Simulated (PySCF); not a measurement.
```xyz
2

Si    0.0000    0.0000   -1.1350
Si    0.0000    0.0000    1.1350
```

Method: PBE0/def2-SVPD, non-relativistic Hamiltonian with scalar-relativistic core potentials where named, at a bond length of 2.270 Å in PySCF 2.14.0.

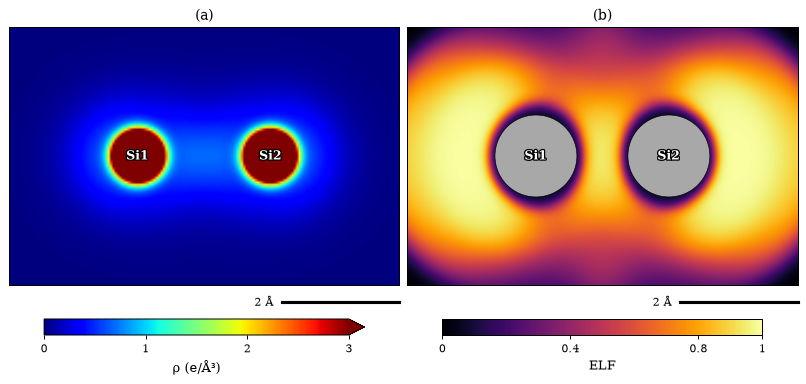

Si2 (triplet). (a) total electron density; (b) ELF on a plane that holds the molecular axis. Grey discs cover the atomic cores in the ELF map.

### Describe what can be read from this map.

- The section cuts through Si sites.
- Si–Si (2.27 Å): ρ at the midpoint is about 0.69 e/Å³; the ELF peaks at about 0.95 between the atoms: a shared electron pair.
- The ELF also peaks beside Si1 and Si2, away from the bonds: non-bonding electrons, paired or unpaired.
